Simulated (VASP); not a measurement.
Band structure of Fe₃Si (space group P4/mmm). Level of theory: r2SCAN meta-GGA, VASP's PBE PAW potentials (set 64) (plane waves; VASP 6.6.1).

The run has a spin-polarised start.

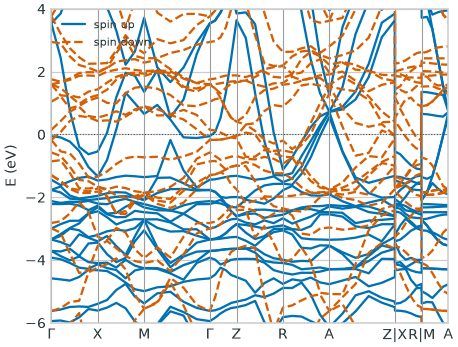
*Bands along high-symmetry lines, zero at the valence-band maximum or, without a gap, the Fermi level*

Task: Read the plot: is there a gap, and where are the band edges?

Result: It has no gap at this level: it comes out as a metal or semimetal.

The structure comes from a computed database's Fe3Si entry (P4/mmm); how it stands against other phases isn't given here. It was relaxed first.
